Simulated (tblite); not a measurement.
# C7H13FOSi: the cost of one run

Programs: tblite 0.8.0 and PySCF 2.14.0, with density-fitted response routines of our own. Each step states its level of theory. These are calculated values for one molecule in the gas phase, unless marked as measured. Atoms count from 0, in the outputs and in this text.

## Step 1: Starting geometry

23 atoms, charge 0, multiplicity 1; geometry from: force field or distance geometry start.

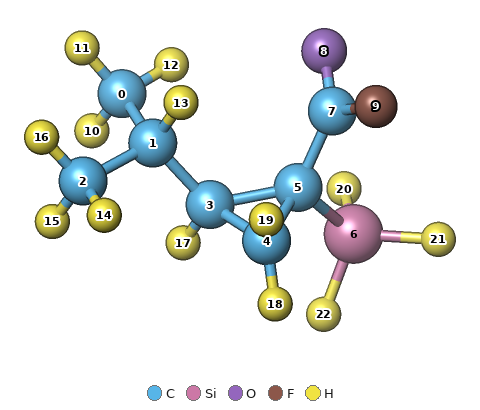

The starting geometry (carbon blue, silicon pink, oxygen purple, fluorine brown, hydrogen yellow), atoms numbered.

## Step 2: Relaxing the molecule with GFN2-xTB

The job: settings as JSON, then the geometry in Å.

```
{"job": {"kind": "relax", "xc": "GFN2-xTB", "basis": "xTB"}, "charge": 0, "multiplicity": 1}
C      1.821200    -1.297600     0.425600
C      1.210400     0.105900     0.595700
C      2.316700     1.158300     0.458300
C      0.114200     0.342900    -0.411800
C     -0.906500     1.420400    -0.155600
C     -1.338800    -0.032600    -0.118700
Si    -2.380700    -0.681000    -1.543400
C     -1.762500    -0.619900     1.164900
O     -1.508600    -1.774100     1.498100
F     -2.483100     0.131800     2.010900
H      2.251100    -1.415500    -0.571000
H      2.590500    -1.485800     1.171600
H      1.041400    -2.066900     0.549600
H      0.819700     0.175400     1.621500
H      1.896200     2.175100     0.611600
H      2.749400     1.137900    -0.533900
H      3.107600     1.009600     1.190600
H      0.488000     0.233500    -1.420000
H     -1.179600     2.049900    -1.002200
H     -0.853700     1.978300     0.776400
H     -2.136800    -2.119600    -1.777000
H     -3.822200    -0.460400    -1.254800
H     -2.038800     0.061500    -2.772500
```

On the command line:

```bash
OMP_NUM_THREADS=1 python probes_run.py task.json out
```

This one command runs all jobs of the session in turn.

Q: Estimate the wall time of this first job on 1 thread of Arm Neoverse V1, shared host.

About 1.3 s.
